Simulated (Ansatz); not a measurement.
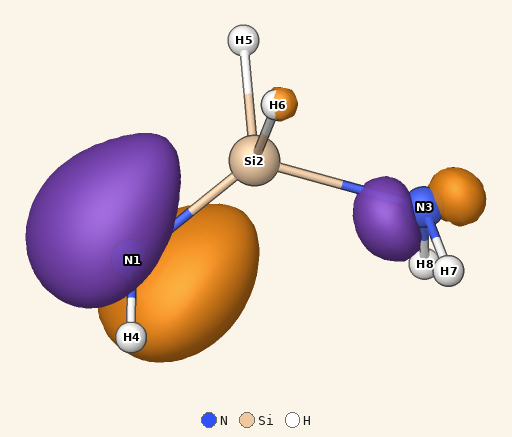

*H5N2Si (charge −1). The HOMO at ±0.2 Å⁻³ᐟ² (orange and purple are the two phases), seen across its widest extent.*

The highest occupied orbital lies above zero, a sign that basis and functional describe the outermost electron poorly.

Level of theory: RKS PBE/def2-SVP in Ansatz.

```xyz
8

N    -1.3437    0.3010   -1.1327
Si    0.1341    0.4774   -0.3556
N     0.8275   -0.8302    0.7485
H    -2.1206    0.3148   -0.4446
H     1.2357    0.6015   -1.4106
H     0.4256    1.6675    0.6217
H     0.2963   -0.7947    1.6349
H     0.5451   -1.7372    0.3384
```

**What is the character of this orbital?**

It lies mainly on N1 (about 65 %) and N3 (about 5 %). Its energy is 1.59 eV.
